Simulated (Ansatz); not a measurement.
# PF3 (phosphorus trifluoride): wB97M-V/6-311+G(d,p)

What is the energy change on altering one bond length of PF3 (phosphorus trifluoride) at wB97M-V/6-311+G**? 

The results are computed with Ansatz 0.2.0.

38 further runs of the same task are left out: 6 that didn't finish, 32 set aside as unsound or not needed.

### 1 The molecule

PF3: 4 atoms, total charge 0, spin state singlet. As SMILES, `FP(F)F`. The shape is that of a PBE0-D4/def2-TZVP optimisation.

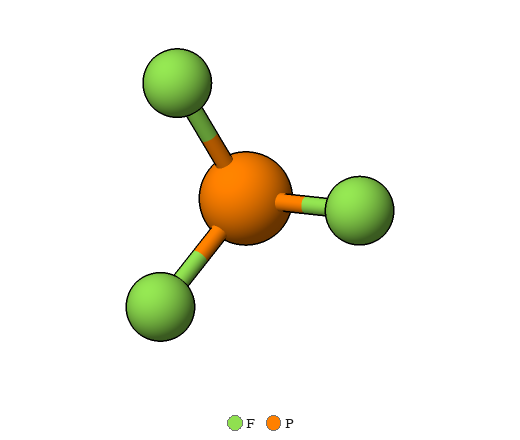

The structure, seen from a chosen angle (fluorine green, phosphorus orange).

### 2 The energy at wB97M-V/6-311+G(d,p)

in.yaml

```yaml
crystal:
  periodic: [false, false, false]
  atoms:
    - symbol: F
      position_ang: [0.834400, -0.663200, 0.874500]
    - symbol: P
      position_ang: [-0.297500, 0.314600, 0.392300]
    - symbol: F
      position_ang: [-1.061900, -0.696500, -0.536900]
    - symbol: F
      position_ang: [0.525000, 1.045200, -0.730000]
basis:
  gaussian: {orbitals: 6-311+G_st__st_-spherical.json}
output: {orbitals: {seedname: orbitals}}
hamiltonian: {xc: {name: wB97M-V}}
accuracy: high
```

The basis set 6-311+G** is read from a file made from the Basis Set Exchange's data (not shown).

Command:

```sh
$ ansatz run in.yaml --threads 1 --pin off --max-ram 3480MiB --events-out events.jsonl --progress --plain --runs-dir runs
```

What it wrote:

```text
Warning: RAYON_NUM_THREADS=1 ignored (pool sized by the plan → 1); use --threads N
Functional definition: wB97M-V
  name "wB97M-V"
  parameter omega = 0.3/bohr
  parameter cx = 0.15
  parameter cx01 = 1.007
  parameter cx10 = 0.259
  parameter css00 = 0.443
  parameter css04 = -1.437
  parameter css10 = -4.535
  parameter css20 = -3.390
  parameter css43 = 4.278
  parameter cos00 = 1.000
  parameter cos10 = 1.358
  parameter cos20 = 2.924
  parameter cos21 = -8.812
  parameter cos60 = -1.390
  parameter cos61 = 9.142
  parameter b = 6.0
  parameter c = 0.01
  gx(w, u) = 1 - cx + cx01*u + cx10*w
  gss(w, u) = css00 + css04*u^4 + css10*w + css20*w^2 + css43*w^4*u^3
  gos(w, u) = cos00 + cos10*w + (cos20 + cos21*u)*w^2 + (cos60 + cos61*u)*w^6
  exchange = spin_sum(e_x_unif_sr(omega)*gx(b97_w, b97_u_x)) + cx*exact_x_sr(omega) + exact_x_lr(omega)
  correlation = spin_sum(e_c_pw_mod_same_spin*gss(b97_w, b97_u_same))
      + integral(e_c_pw_mod_opposite_spin*gos(b97_w_opposite, b97_u_opposite)) + vv10(b, c)
1724 factors; integrals over basis functions are off by at most 3.4e-9 eV
316 factors; integrals over basis functions are off by at most 1.4e-9 eV
mean field evaluation 1: about -17438.6872 eV, gradient 4.8e1 eV
mean field evaluation 2: about -17438.3014 eV, gradient 5.5e1 eV
mean field evaluation 4: about -17442.0340 eV, gradient 4.8e-1 eV
mean field evaluation 8: about -17442.1264 eV, gradient 3.5e-2 eV
mean field evaluation 16: about -17442.1264 eV, gradient 3.0e-6 eV
mean field -17442.12636819 eV, -640.9863213331 hartree, gradient 1.1e-8 eV, S^2 0.000000; 0 other end points of the search recorded, 0 dependent functions left out
reference -17442.12637476 eV, -640.9863215746 hartree; 21, 21 occupied and 75, 75 virtual orbitals, 1724 factors
Total energy: -17442.12637476 eV, -640.9863215746 hartree
```

Run time: 49 s. Hardware: 1 thread of Arm Neoverse V1, shared host; peak memory 0.49 GiB.

### 3 The distorted shape at the same level

in.yaml

```yaml
basis:
  gaussian: {orbitals: 6-311+G_st__st_-spherical.json}
crystal:
  periodic: [false, false, false]
  atoms:
    - symbol: F
      position_ang: [0.423128, -1.028519, 1.435680]
    - symbol: P
      position_ang: [-0.708772, -0.050719, 0.953480]
    - symbol: F
      position_ang: [-1.473172, -1.061819, 0.024280]
    - symbol: F
      position_ang: [0.525000, 1.045200, -0.730000]
hamiltonian: {xc: {name: wB97M-V}}
accuracy: high
output: {orbitals: {seedname: orbitals}}
```

The basis set 6-311+G** is read from a file made from the Basis Set Exchange's data (not shown).

Command:

```sh
$ ansatz run in.yaml --threads 1 --pin off --max-ram 3480MiB --events-out events.jsonl --progress --plain --runs-dir runs
```

What it wrote (excerpt; [...] marks lines left out):

```text
Warning: RAYON_NUM_THREADS=1 ignored (pool sized by the plan → 1); use --threads N
Functional definition: wB97M-V
  name "wB97M-V"
[...]
  gx(w, u) = 1 - cx + cx01*u + cx10*w
  gss(w, u) = css00 + css04*u^4 + css10*w + css20*w^2 + css43*w^4*u^3
  gos(w, u) = cos00 + cos10*w + (cos20 + cos21*u)*w^2 + (cos60 + cos61*u)*w^6
[...]
      + integral(e_c_pw_mod_opposite_spin*gos(b97_w_opposite, b97_u_opposite)) + vv10(b, c)
1698 factors; integrals over basis functions are off by at most 1.6e-8 eV
335 factors; integrals over basis functions are off by at most 1.6e-9 eV
[...]
mean field -17439.44205060 eV, -640.8876744812 hartree, gradient 2.2e-8 eV, S^2 0.000000; 0 other end points of the search recorded, 0 dependent functions left out
reference -17439.44205790 eV, -640.8876747495 hartree; 21, 21 occupied and 75, 75 virtual orbitals, 1698 factors
Total energy: -17439.44205790 eV, -640.8876747495 hartree
```

Run time: 52 s. Hardware: 1 thread of Arm Neoverse V1, shared host; peak memory 0.48 GiB.

### 4 Outcome

At wB97M-V/6-311+G**:

| quantity | value |
| --- | --- |
| first shape: total energy | -640.98632 Eh |
| first shape: HOMO energy | -11.80 eV |
| first shape: LUMO energy | 0.89 eV |
| first shape: HOMO–LUMO gap | 12.70 eV |
| distorted shape: total energy | -640.88767 Eh |
| distorted shape: HOMO energy | -11.79 eV |
| distorted shape: LUMO energy | -2.03 eV |
| distorted shape: HOMO–LUMO gap | 9.77 eV |
| energy change with the P2–F4 bond stretched from 1.572 to 2.357 Å | 2.684 eV |

What this shows: With the P2–F4 bond stretched from 1.572 to 2.357 Å the energy rises by 2.68 eV (259 kJ/mol). The first shape isn't relaxed at this level, so the change isn't measured from a minimum.
